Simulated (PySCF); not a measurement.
## Electronic structure of C$_{7}$H$_{13}$N$_{3}$ (SMILES CCC(C)(C)n1nccn1) in real space

```xyz
23

C    -1.5471    1.4088   -0.9120
C    -1.5429    0.3547    0.1894
C    -0.3697   -0.6389    0.0985
C    -0.4435   -1.6253    1.2676
C    -0.3397   -1.3840   -1.2308
N     0.8632    0.1103    0.2355
N     1.1522    0.7545    1.3377
C     2.3262    1.3216    1.0984
C     2.7085    0.9797   -0.1983
N     1.7564    0.2130   -0.7124
H    -0.5852    1.9136   -0.9674
H    -2.3094    2.1555   -0.7031
H    -1.7619    0.9669   -1.8814
H    -2.4769   -0.2088    0.1593
H    -1.4776    0.8526    1.1590
H     0.3879   -2.3253    1.2251
H    -0.3944   -1.0862    2.2099
H    -1.3731   -2.1864    1.2263
H    -0.1725   -0.6958   -2.0528
H    -1.2816   -1.9045   -1.3808
H     0.4697   -2.1094   -1.2335
H     2.8223    1.9218    1.8320
H     3.5845    1.2385   -0.7561
```

Geometry: GFN2-xTB.

Method: PySCF 2.14.0, PBE0/pcSseg-1, SCF density, gas phase, non-relativistic.

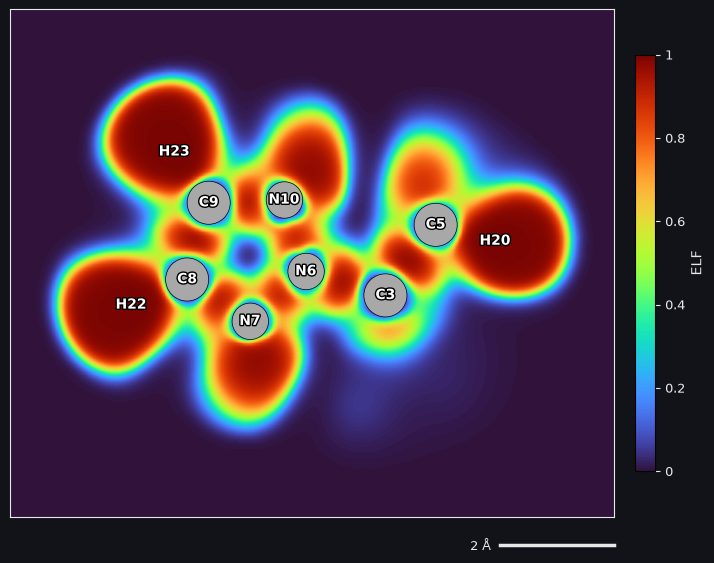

Figure 1. ELF on the plane of atoms C3, N6 and N10. Grey discs cover the atomic cores.

Q: Interpret the plot.

A: Atoms in the plane: C, N and H. N–N (1.31 Å): the ELF peaks at about 0.90 between the atoms (localised, covalent bonding). C–N (1.33 Å): the ELF peaks at about 0.90 between the atoms; localised, covalent bonding. C–C (1.39 Å): the ELF peaks at about 0.95 between the atoms, as expected for localised, covalent bonding. C–H (1.07 Å): the ELF climbs to about 1 towards the hydrogen, as it does in any bond to H; an ordinary covalent bond to hydrogen. C–N (1.45 Å): the ELF peaks at about 0.95 between the atoms (a covalent bond). The ELF also peaks beside N7 and N10, away from the bonds: lone-pair regions.

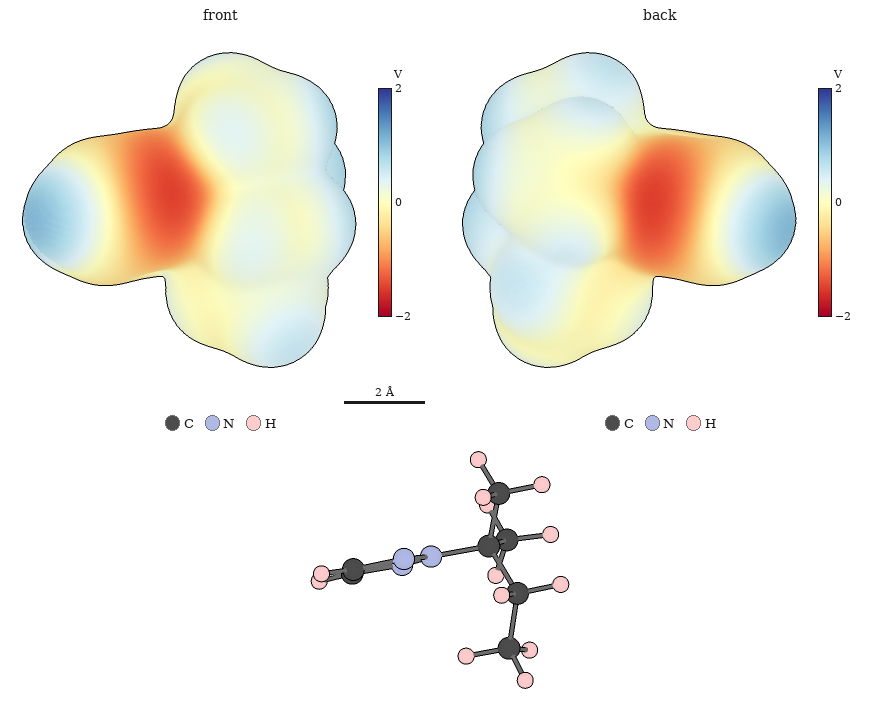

Figure 2. The electrostatic potential painted on the density surface at 0.002 e/bohr³, seen from the front and from behind; red is negative and blue positive. The bare structure is drawn below in the same view.

Q: Which sites attract a positive test charge, and which a negative one?

A: A positive charge is drawn to the negative regions and a negative charge to the positive ones. The most negative region (about −1.5 V, or −35 kcal/mol for a unit charge) lies over N7 and N10, the most positive (about +1.0 V, or +23 kcal/mol for a unit charge) over H22 and H23.
